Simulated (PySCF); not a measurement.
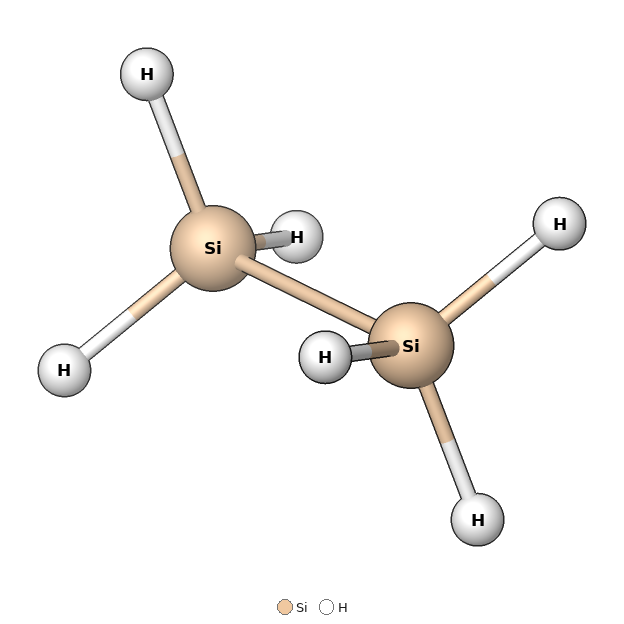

A ball-and-stick model of a molecule. Every bond is drawn as one stick, whatever its order.

> Give the formula.

Si₂H₆, 8 atoms: 2 silicon and 6 hydrogen.

> Which point group does it belong to?

D3d.

> Describe its rings.

It has no ring.

The parts below concern this one geometry. Atoms keep their numbers from picture to picture. Computed geometry: PBE0-D3(BJ)/def2-SVP optimisation. No frequency run is at hand to confirm it as a minimum.

### Shape

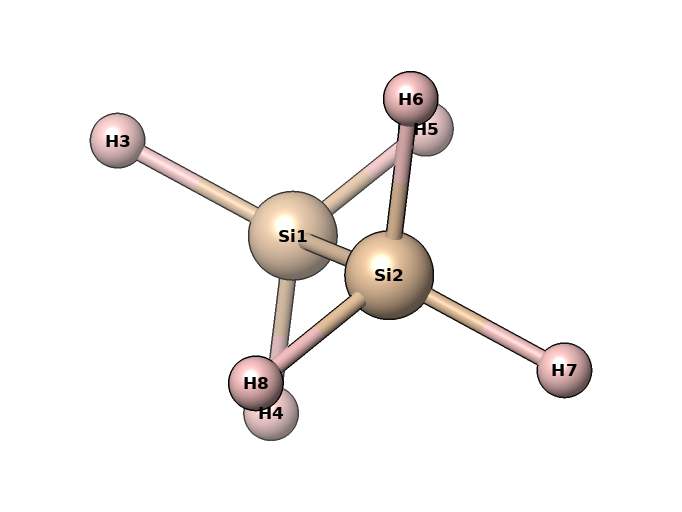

Si1 lies behind Si2. The molecule seen a little off the Si2–Si1 bond, Si2 in front. Distant atoms are faded towards the background colour. No frequency run is at hand to confirm it as a minimum.

> What is the torsion angle H6–Si2–Si1–H3? The sign is positive where the front bond must turn clockwise to cover the back bond.

−60°, synclinal (gauche). The bonds about Si2–Si1 are staggered.

### Polarisability

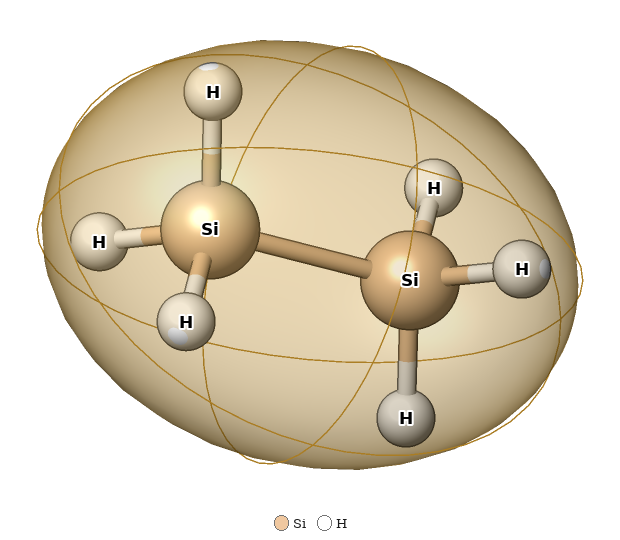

The ellipsoid shows the static dipole polarisability: its half-axes are proportional to the principal values. No frequency run is at hand to confirm it as a minimum. Level of theory: LDA/def2-SVPD (PySCF 2.14.0).

> How large and how anisotropic is the polarisability?

Principal values 59.5, 59.5, 80.5 bohr³; mean 66.5 bohr³ (9.85 Å³); anisotropy 21.0 bohr³, so the longest axis is 1.35 times the shortest.

### Excitation

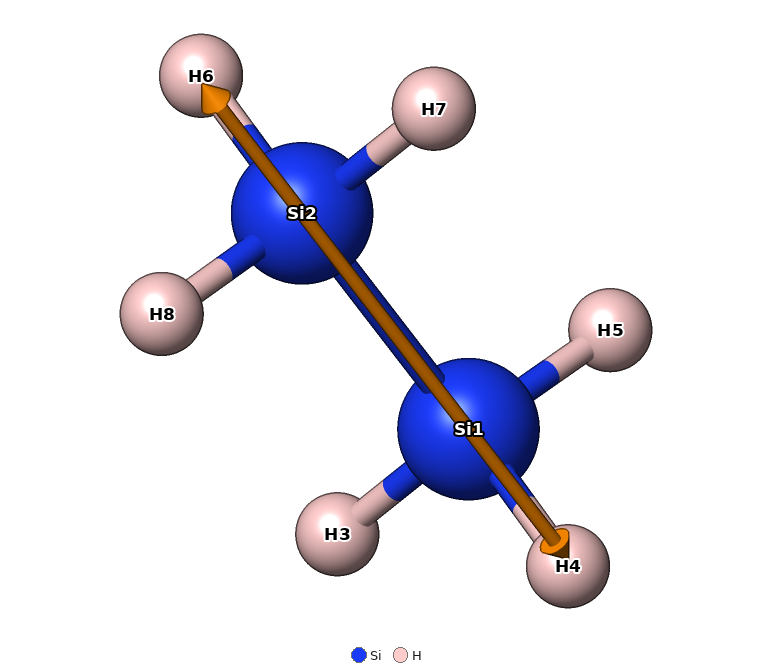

The double arrow shows the direction of the transition dipole to excited singlet state 4 (its length means nothing). No frequency run is at hand to confirm it as a minimum. Properties computed with TDDFT PBE0/def2-TZVPD, vertical, gas phase, core orbitals frozen in the response (PySCF 2.14.0).

> How is the transition polarised?

Nearly parallel to the Si1–Si2 bond.

> Give its energy, strength and character.

7.60 eV (163 nm), oscillator strength 0.46, mainly HOMO → LUMO (weight 0.91); transition dipole 4.00 D.

### Spin–spin coupling

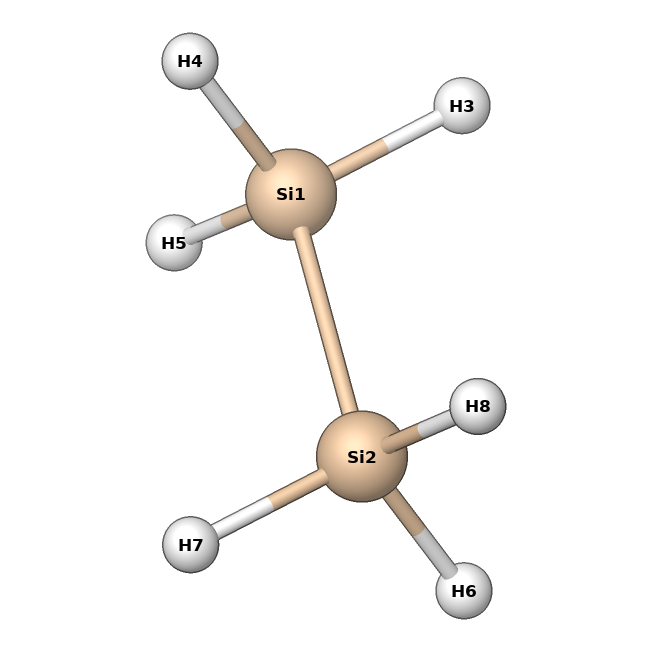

No frequency run is at hand to confirm it as a minimum. Method: B3LYP/6-31G* indirect spin-spin coupling, non-relativistic, gas phase (PySCF 2.14.0). Isotopes: 1H, 29Si.

Give the spin–spin coupling constants of these pairs, with the number of bonds between them: Si1/H3, Si2/H6, Si2/H7, H3/H8, H4/H8, H4/H6.

```
   pair  bonds apart  J (Hz)
Si1, H3            1  −180.3
Si2, H6            1  −180.4
Si2, H7            1  −180.1
 H3, H8            3    −1.0
 H4, H8            3    −0.9
 H4, H6            3    11.0
```
